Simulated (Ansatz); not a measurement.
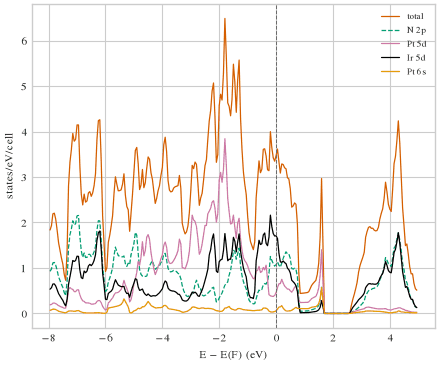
*Total and projected density of states of IrPtN2 in space group R-3m (No. 166; Ir on 3b, Pt on 3a, N on 6c), PBE in the plane-wave PAW code Ansatz*

**Question.** Which orbitals carry the states next to the Fermi level?

**Answer.** Within 0.5 eV of the Fermi level: Ir 5d 44 %, N 2p 31 %, Pt 5d 19 %. Projections are on Löwdin-orthogonalised atomic valence shells; empty p or d shells of many metals are not among them.

**Question.** Where is the tallest occupied peak in this window, and what makes it?

**Answer.** Near -1.8 eV, about 6.5 states/eV per cell; the largest projected share is Pt 5d.

The start of the workflow was typed in or built on a structure type; neither database checked (COD, Materials Project) lists it. Its standing as an ambient phase is unchecked. The PBE relaxation kept the symmetry of its start; whether a distortion lowers the energy is not shown. The workflow began spin-polarised and lost its moments. Its formation energy is positive at this level, so the cell may be metastable or incomplete. Spin–orbit coupling is left out wherever it is not named.

Potentials: the later of the program's two PAW sets.
